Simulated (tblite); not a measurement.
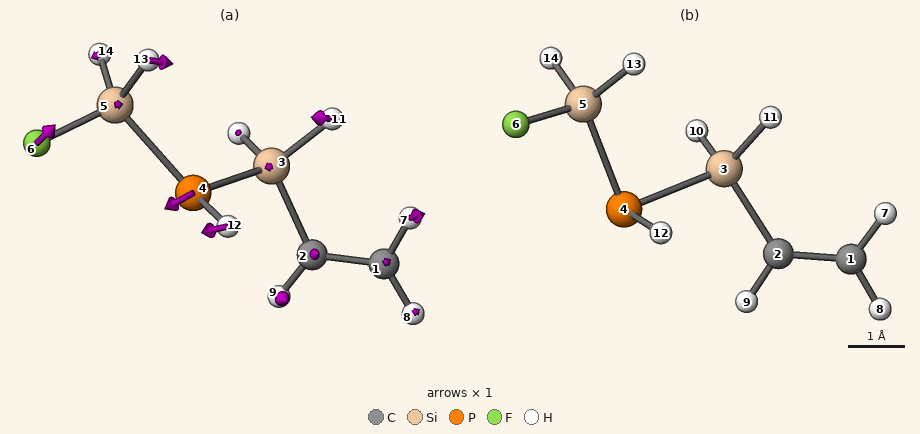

The structure of C2H8FPSi2 before (left) and after (right) a relaxation, at one scale. The purple arrows give the displacements, at their true length.

A ball-and-stick model, seen from a free direction.

All numbers below come from GFN2-xTB geometry optimisation, gas phase in tblite. 

**Describe what moved and what it gained.**

The largest move after the best rigid fit is that of P4, 0.74 Å. By element the largest moves are P 0.74 Å, H 0.69 Å, F 0.61 Å, C 0.22 Å, Si 0.16 Å. Some distances before and after: P4–H12 1.462 → 1.383 Å, Si3–P4 2.169 → 2.240 Å, Si5–F6 1.677 → 1.608 Å, P4–Si5 2.185 → 2.222 Å. Among the angles between lasting bonds that change: Si5–P4–H12 113.7° → 95.9°, Si3–P4–H12 112.9° → 96.2°, Si3–P4–Si5 114.9° → 100.2°. Groups turn about C2–Si3 by about 25°. Over 112 geometry steps the energy falls by 19.3 kcal/mol.
